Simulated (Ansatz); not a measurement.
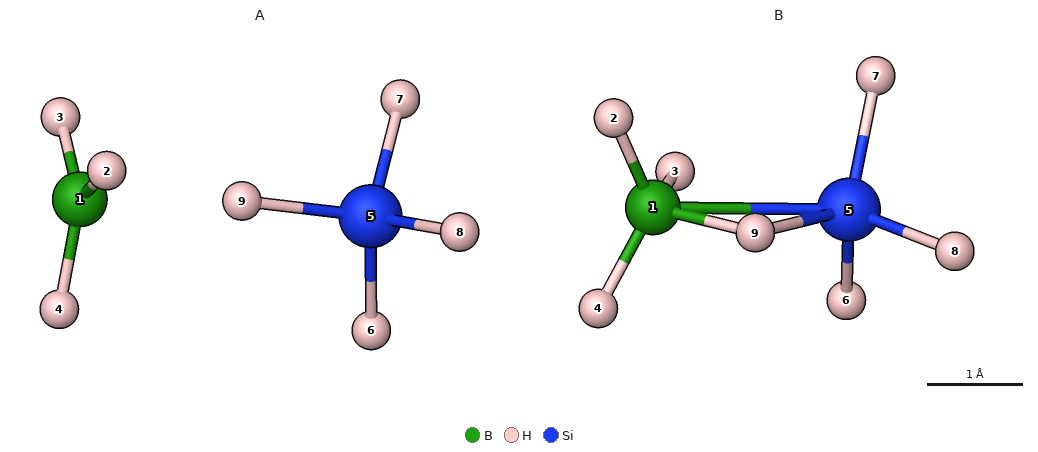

Two geometries of BSiH$_{7}$, drawn at one scale. One is the start of a relaxation, the other its converged end. Style: ball-and-stick. Shown at a tilt.

Theory: RKS PBE0-D4/def2-SVP (Ansatz 0.2.0). (no spin polarisation; force threshold 0.03 eV/Å; at most 50 steps)

Which one is relaxed?

Answer. Structure B is the relaxed one. The run prepares an end point of a later path (reaction) calculation, from a guessed geometry. After 17 accepted moves (18 points after the start) the energy has fallen by 0.532 eV. The largest force component goes from 0.55 to 0.022 eV/Å. The line search rejected the trial step at point 12 of the run. The atom that moves furthest after the best rigid fit is H3 (1.21 Å). By element the largest moves are H 1.21 Å, B 0.58 Å, Si 0.43 Å. Among the contacts that change: H3–Si5 3.430 → 1.935 Å, B1–Si5 3.134 → 2.169 Å, B1–H9 1.708 → 1.292 Å, Si5–H9 1.489 → 1.671 Å. New bonds form, among them: B1–H9 (1.71 → 1.29 Å), B1–Si5 (3.13 → 2.17 Å). Among the angles between lasting bonds that change: H8–Si5–H9 105.9° → 85.2°, H6–Si5–H9 109.3° → 120.4°, H2–B1–H3 119.6° → 108.6°.
